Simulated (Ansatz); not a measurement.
A series of calculations on C₂H₅NSi

**1. Relaxation**

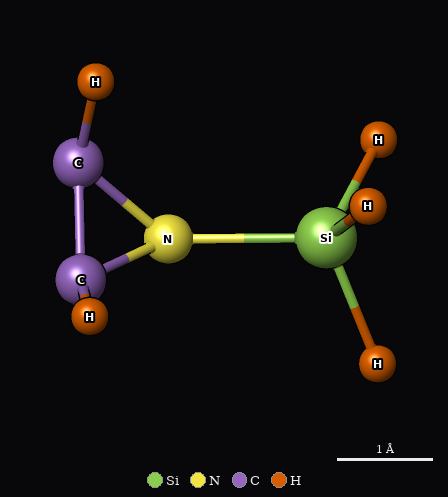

C2H5NSi, before the relaxation. The picture is a ball-and-stick view, seen at a tilt.

The run prepares an end point of a later path (torsion) calculation, from a guessed geometry.

Theory: Ansatz, RKS B3LYP/def2-SVP.

The input:
```yaml
crystal:
  periodic: [false, false, false]
  atoms:
    - { symbol: Si, position_ang: [0.0095, 0.669, -1.0156] }
    - { symbol: "N", position_ang: [-0.6841, -0.032, 0.3335] }
    - { symbol: C, position_ang: [-0.2453, -0.2103, 1.579] }
    - { symbol: C, position_ang: [-0.4715, -1.261, 0.854] }
    - { symbol: H, position_ang: [1.3968, 0.3349, -1.1583] }
    - { symbol: H, position_ang: [-0.157, 2.202, -0.89] }
    - { symbol: H, position_ang: [-0.7391, 0.2498, -2.2295] }
    - { symbol: H, position_ang: [0.8268, 0.0188, 1.9368] }
    - { symbol: H, position_ang: [0.1524, -2.0175, 0.5731] }
basis:
  gaussian: { orbitals: def2-SVP }
hamiltonian:
  xc: b3lyp
relax:
  f_tol: 0.015
  max_steps: 40
output:
  orbitals: {}
```

Launched with:
```bash
ansatz run input.yaml --threads 1 --pin off --max-ram 2048MiB --backend cpu --events-out ev --progress --plain --runs-dir out
```

Where does the relaxation end?

H8 moves most after the best rigid fit: 0.57 Å. Largest moves by element: H 0.57 Å, C 0.42 Å, Si 0.14 Å, N 0.03 Å. Among the contacts that change: N2–C3 1.333 → 1.513 Å, N2–C4 1.352 → 1.512 Å, Si1–N2 1.671 → 1.769 Å, Si1–H5 1.434 → 1.505 Å. Bond angles that change, for instance: C4–C3–H8 119.8° → 156.6°, C3–C4–H9 130.4° → 156.5°, N2–C3–H8 124.7° → 137.9°. Over 8 geometry steps the energy falls by 182.3 kJ/mol. Largest force component: 5.8 eV/Å at the start, 0.013 eV/Å at the end. Cost: 87 s on 1 thread of AMD EPYC (Zen 3), on a shared host, peak memory 0.17 GiB.

History of the run:

| step | E − E(0), kJ/mol | largest force component, eV/Å |
| --- | --- | --- |
| 0 | 0.00 | 5.8374 |
| 1 | -96.05 | 2.1712 |
| 2 | -134.43 | 1.1939 |
| 3 | -151.89 | 3.8294 |
| 4 | -171.26 | 1.7663 |
| 5 | -180.36 | 0.3342 |
| 6 | -181.60 | 0.2653 |
| 7 | -182.28 | 0.0435 |
| 8 | -182.32 | 0.0132 |

Final geometry:

```xyz
9

Si   -0.0025    0.7631   -1.1185
N    -0.6783   -0.0077    0.3235
C     0.1641   -0.3098    1.5440
C    -0.1641   -1.3309    0.8438
H     1.4565    0.4786   -1.3518
H    -0.1878    2.2357   -0.9765
H    -0.7797    0.2861   -2.2984
H     0.5580    0.2231    2.4022
H    -0.2778   -2.3845    0.6147
```

After the run, drawn alike:

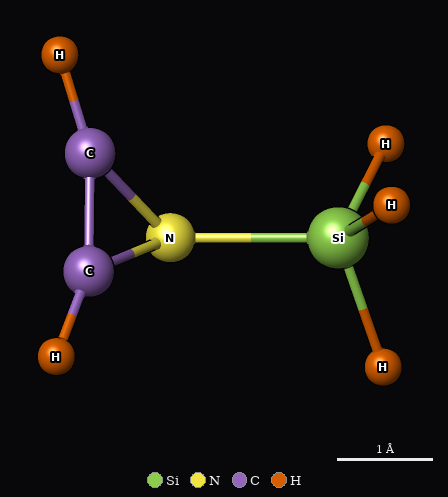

**2. Relaxation**

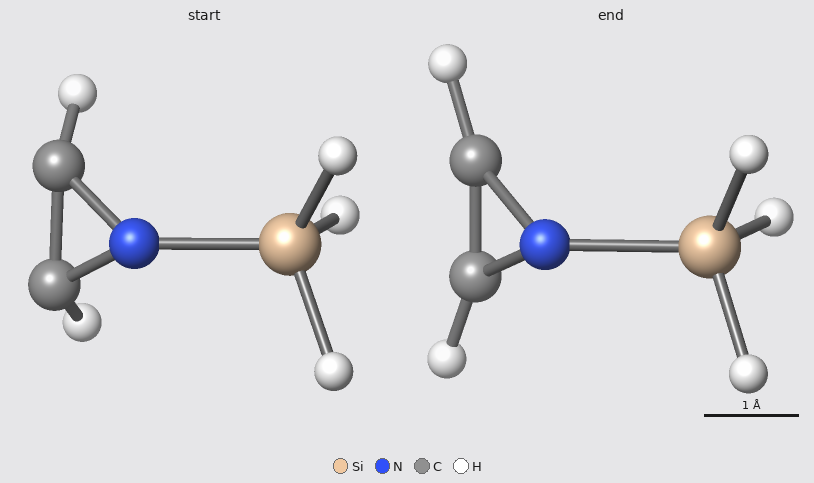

The structure of C$_{2}$H$_{5}$NSi before (left) and after (right) a relaxation, at one scale.

A ball-and-stick model, seen at a tilt.

The run prepares an end point of a later path (torsion) calculation, from a guessed geometry.

Method: Ansatz 0.2.0, RKS B3LYP/def2-SVP.

Input
```yaml
crystal:
  periodic: [false, false, false]
  atoms:
    - { symbol: Si, position_ang: [0.0095, 0.669, -1.0156] }
    - { symbol: "N", position_ang: [-0.6841, -0.032, 0.3335] }
    - { symbol: C, position_ang: [-1.79051, 0.24648, 1.02192] }
    - { symbol: C, position_ang: [-0.64788, 0.38495, 1.61857] }
    - { symbol: H, position_ang: [1.3968, 0.3349, -1.1583] }
    - { symbol: H, position_ang: [-0.157, 2.202, -0.89] }
    - { symbol: H, position_ang: [-0.7391, 0.2498, -2.2295] }
    - { symbol: H, position_ang: [-2.45968, 1.16881, 0.84471] }
    - { symbol: H, position_ang: [-0.22403, 1.20439, 2.05368] }
basis:
  gaussian: { orbitals: def2-SVP }
hamiltonian:
  xc: b3lyp
relax:
  f_tol: 0.015
  max_steps: 40
```

Run as
```bash
ansatz run input.yaml --threads 1 --pin off --max-ram 2048MiB --backend cpu --events-out ev --progress --plain --runs-dir out
```

Describe what moved and what it gained.

Answer. Over 10 geometry steps the energy falls by 179.7 kJ/mol. The largest force component goes from 6.1 to 0.0042 eV/Å. H8 moves most after the best rigid fit: 0.61 Å. Largest moves by element: H 0.61 Å, C 0.41 Å, Si 0.14 Å, N 0.04 Å. Some distances before and after: N2–C3 1.333 → 1.513 Å, N2–C4 1.352 → 1.513 Å, Si1–N2 1.671 → 1.770 Å, C3–H8 1.153 → 1.085 Å. Among the angles between lasting bonds that change: C4–C3–H8 119.8° → 156.5°, C3–C4–H9 130.4° → 156.5°, N2–C3–H8 124.7° → 137.9°.

**3. Path**

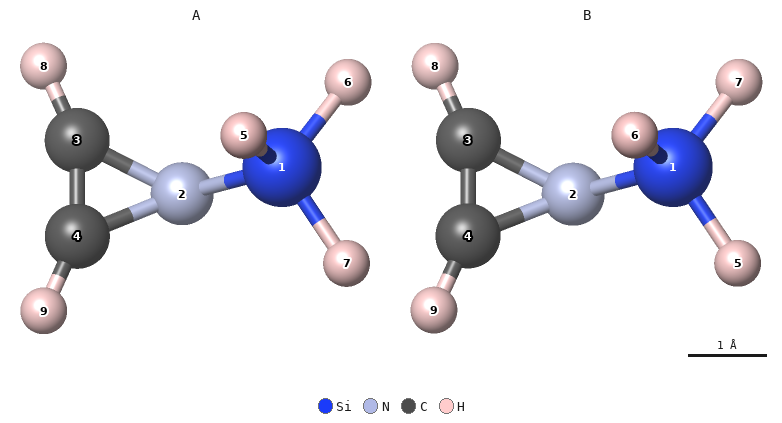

The two relaxed end points of a path for C$_{2}$H$_{5}$NSi. A ball-and-stick model, seen from a free direction.

Computed with RKS B3LYP/def2-SVP (Ansatz 0.2.0).

Set-up: 5 movable images; climbing image; force threshold 0.05 eV/Å; iteration limit 56.

Start:
```xyz
9

Si   -0.0053    0.7645   -1.1175
N    -0.6782   -0.0106    0.3235
C     0.1652   -0.3112    1.5436
C    -0.1594   -1.3326    0.8420
H     1.4548    0.4856   -1.3511
H    -0.1958    2.2362   -0.9736
H    -0.7807    0.2863   -2.2980
H     0.5571    0.2218    2.4025
H    -0.2692   -2.3863    0.6116
```

End:
```xyz
9

Si    0.0175    0.6630   -1.1822
N    -0.5650   -0.5039    0.0142
C    -0.3992   -0.2815    1.5018
C     0.3652   -1.1778    0.9989
H     0.3587   -0.0888   -2.4238
H     1.2226    1.4522   -0.7470
H    -1.0959    1.6102   -1.4759
H    -0.8836    0.2841    2.2903
H     1.0680   -2.0039    1.0068
```

> Predict the minimum-energy path and its barrier.

The two ends have the same energy, and the highest point, image 3, lies 0.065 eV above the start. The motion is a rotation about the Si1–N2 bond by about 120°. No bond forms or breaks between the ends. Bond angles that change up to the highest image, for instance: Si1–N2–C3 122.1° → 118.6°, N2–Si1–H6 107.8° → 111.2°. The band converged in 14 iterations. The largest component of the band force went from 12 to 0.042 eV/Å. The climbing image converged on the top of the path. Its vibrational analysis gives one imaginary mode (132i cm⁻¹), as a transition state must have.

Energies of the converged images:

```
image  path (Å)  E (eV)
    0      0.00   0.000
    1      0.66   0.015
    2      1.31   0.049
    3      1.96   0.065
    4      2.59   0.047
    5      3.22   0.015
    6      3.85   0.000
```

The geometry at the top of the path:

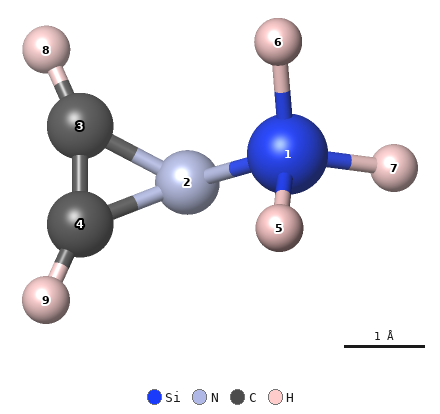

The run took 10 min on 1 thread of AMD EPYC (Zen 3), with other jobs on the host, peak memory 0.17 GiB.
